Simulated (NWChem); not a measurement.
**UMN15/def2-SVP (density fitting with weigend coulomb fitting) run of GeH2Cl (SMILES [Cl][GeH2])**

Aim: the vertical ionisation energy of GeH2Cl at UMN15/def2-SVP (density fitting with weigend coulomb fitting), from 2 runs. 

The calculation is run with NWChem 7.3.0.

2 further runs of the same task are left out: 2 set aside as unsound or not needed.

### Step 1. The structure to begin with

GeH2Cl has 4 atoms, charge 0, and is taken as a doublet. SMILES: `[Cl][GeH2]`. The shape is that of a PBE0-D4/def2-TZVP optimisation.

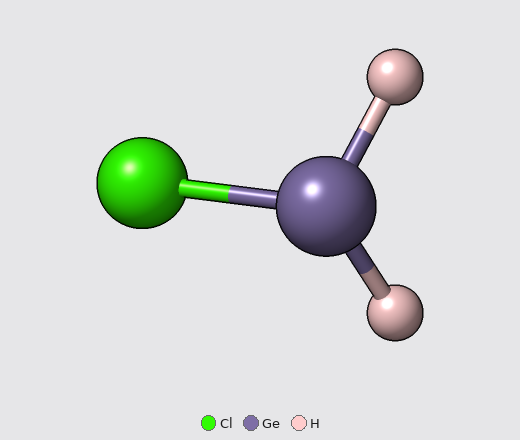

Viewed from a chosen angle; chlorine green, germanium purple, hydrogen pink.

### Step 2. A single-point energy at UMN15/def2-SVP (density fitting with weigend coulomb fitting)

clgeh2.nw

```
start clgeh2
title "ClGeH2"
memory 2200 mb

geometry noautosym nocenter noautoz
 Cl   -1.562900    0.305200    0.993500
 Ge    0.106700   -0.451100   -0.141600
 H     0.072700    0.259600   -1.514200
 H     1.383400   -0.113700    0.662300
end

basis "ao basis" spherical bse
 * library def2-SVP
end

basis "cd basis" spherical
 * library "weigend coulomb fitting"
end

dft
 xc mn15
 mult 2
 grid fine
 convergence energy 1e-08
 direct
 iterations 100
 mulliken
 noprint "final vectors analysis"
end

task dft energy
```

Run with:

```sh
nwchem clgeh2.nw > clgeh2.out
```

Log:

```text
[...]
          Wavefunction type:  spin polarized.
          No. of atoms     :     4
          No. of electrons :    51
[...]
          Charge           :     0
          Spin multiplicity:     2
[...]
          AO basis - number of functions:    60
[...]
              XC Information
              --------------
                         MN15 Method XC Functional
                     Hartree-Fock (Exact) Exchange  0.440
                          MN15 Exchange Functional  1.000
                        MN15 Correlation Potential  1.000
[...]
 d= 0,ls=0.0,diis     1  -2538.0982866320 -2.70D+03  7.61D-03  1.76D-01     2.4
[...]
 d= 0,ls=0.0,diis    11  -2538.1446130585 -1.08D-09  8.71D-08  1.50D-11    18.6
[...]
         Total DFT energy =    -2538.144613058545
      One electron energy =    -3851.859045757697
           Coulomb energy =     1260.224342084340
    Exchange-Corr. energy =     -108.157197357603
 Nuclear repulsion energy =      161.647287972417
[...]
      Total Density - Mulliken Population Analysis
     ---------------------------------------------
    Atom       Charge   Shell Charges
 -----------   ------   -------------------------------------------------------
    1 Cl  17    17.23   2.00  1.97  1.23  0.74  5.93  2.23  3.12  0.02
    2 Ge  32    31.67   2.00  2.00  1.98  1.19  0.26  6.00  5.96  1.29  0.87  8.09  1.82  0.21
    3 H    1     1.05   0.72  0.32  0.01
    4 H    1     1.05   0.72  0.32  0.01
[...]
      <S2> =      0.7515 (Exact =     0.7500)
[...]
```

Run time: 20 s. Hardware: 1 thread of Intel Xeon Platinum 8488C (Sapphire Rapids), shared host; peak memory 0.12 GiB.

### Step 3. The singlet cation

work.nw

```
start work
memory stack 880 mb heap 220 mb global 1100 mb
charge 1

geometry units atomic noautosym nocenter noautoz
Cl -2.95345296  0.57674441  1.87744290
Ge  0.20163378 -0.85245545 -0.26758522
H   0.13738309  0.49057290 -2.86142330
H   2.61424712 -0.21486186  1.25156561
end

basis spherical bse
* library def2-SVP
end

basis "cd basis" spherical
* library "weigend coulomb fitting"
end

dft
xc mn15
grid fine
convergence energy 1e-08
direct
iterations 150
mulliken
end

task dft energy
```

Run with:

```sh
nwchem work.nw > work.out
```

Log:

```text
[...]
          Wavefunction type:  closed shell.
          No. of atoms     :     4
          No. of electrons :    50
[...]
          Charge           :     1
          Spin multiplicity:     1
[...]
          AO basis - number of functions:    60
[...]
              XC Information
              --------------
                         MN15 Method XC Functional
                     Hartree-Fock (Exact) Exchange  0.440
                          MN15 Exchange Functional  1.000
                        MN15 Correlation Potential  1.000
[...]
 d= 0,ls=0.0,diis     1  -2537.4964534392 -2.70D+03  3.06D-02  6.76D+00     1.7
[...]
 d= 0,ls=0.0,diis     9  -2537.8134773300 -3.58D-09  1.16D-06  2.75D-09    10.5
         Total DFT energy =    -2537.813477329964
      One electron energy =    -3837.602275636012
           Coulomb energy =     1245.962604832684
    Exchange-Corr. energy =     -107.821082991485
 Nuclear repulsion energy =      161.647276464849
[...]
      Total Density - Mulliken Population Analysis
     ---------------------------------------------
    Atom       Charge   Shell Charges
 -----------   ------   -------------------------------------------------------
    1 Cl  17    16.96   2.00  1.97  1.28  0.70  5.93  2.20  2.86  0.02
    2 Ge  32    31.26   2.00  2.00  1.98  1.28  0.14  6.00  5.96  1.19  0.58  8.10  1.81  0.22
    3 H    1     0.89   0.68  0.20  0.01
    4 H    1     0.89   0.68  0.20  0.01
[...]
```

Wall time 11 s (1 thread of Intel Xeon Platinum 8488C (Sapphire Rapids), shared host); peak memory 0.12 GiB.

### Step 4. Summary of results

Level: UMN15/def2-SVP (density fitting with weigend coulomb fitting).

| quantity | value |
| --- | --- |
| doublet GeH2Cl: total energy | -2538.14461 Eh |
| doublet GeH2Cl: dipole moment | 1.75 D |
| doublet GeH2Cl: ⟨S²⟩ | 0.751 |
| singlet cation: total energy | -2537.81348 Eh |
| singlet cation: HOMO energy | -15.99 eV |
| singlet cation: LUMO energy | -10.83 eV |
| singlet cation: HOMO–LUMO gap | 5.16 eV |
| vertical ionisation energy (to the singlet cation) | 9.011 eV |

In words: Removing an electron at fixed nuclei costs 9.01 eV (869 kJ/mol). Only the singlet of the ionised species was computed; a triplet could lie lower. Mulliken charges (doublet GeH2Cl) run from -0.23 on Cl1 to +0.33 on Ge2; they depend strongly on the basis.
